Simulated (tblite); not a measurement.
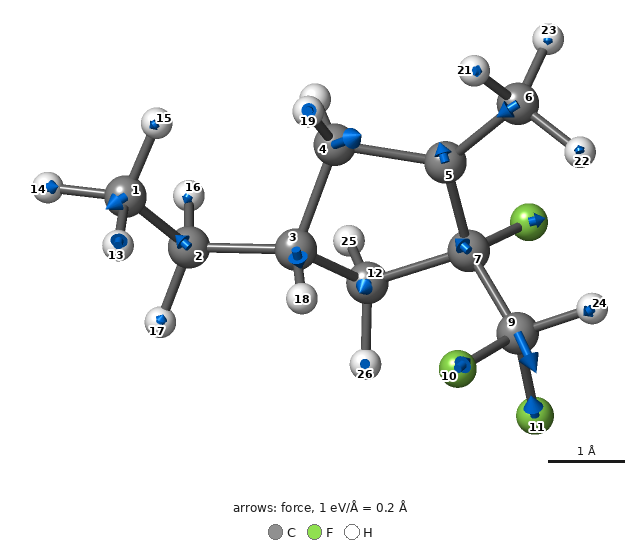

Starting geometry of C₉H₁₄F₃ (charge +1) with the computed forces as blue arrows. The picture is a ball-and-stick view, seen at a tilt.

Level of theory: tblite, GFN2-xTB geometry optimisation, gas phase. 

> What follows when this structure is relaxed?

It isn't relaxed: the largest force vector, on a C atom, is 3.41 eV/Å. The final displacements have little in common with the starting forces (cosine between the two patterns 0.29). Over 225 geometry steps the energy falls by 28.5 kcal/mol. An F atom moves most after the best rigid fit: 2.22 Å. By element the largest moves are F 2.22 Å, H 1.64 Å, C 0.59 Å. Near-neighbour distances that change, for instance: C–C 1.491 → 1.571 Å, C–C 1.481 → 1.431 Å, C–H 1.136 → 1.087 Å, C–F 1.390 → 1.342 Å. Among the angles between lasting bonds that change: H–C–H 113.2° → 102.4°, H–C–H 110.2° → 100.8°, C–C–H 106.5° → 114.2°. Groups turn about C–C by about 110°, C–C by about 35°, C–C by about 30°.
